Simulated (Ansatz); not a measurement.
**A computed series for hypothetical CsCl type InP: pressure series**

The reference is InP in the CsCl type structure (space group Pm-3m, No. 221; a hypothetical phase, not in the database extracts checked).

```xyz
2
Lattice="3.4487 0.0000 0.0000 0.0000 3.4487 0.0000 0.0000 0.0000 3.4487" Properties=species:S:1:pos:R:3 pbc="T T T"
In     0.0000     0.0000     0.0000
P      1.7244     1.7244     1.7244
```

Cell and atoms are relaxed at each pressure.

Levels (all Ansatz, a quantum-chemistry and plane-wave program, PAW): PBE (420 eV, without spin-orbit coupling); PBEsol (420 eV, no spin-orbit coupling).

The base cell above is that of PBE; each level relaxes its own structures.

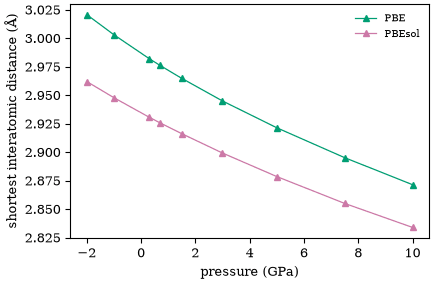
Figure. Shortest interatomic distance under two levels

Q: How do the two levels compare along the series?

A: PBE lies above PBEsol in every row, by 0.038 Å to 0.059 Å. They put the cases in the same order.

Load acts through the strain it causes; cell and atoms are relaxed under it. No phonon test of stability was made. No other phases were tried under pressure. All final runs are without spin polarisation.
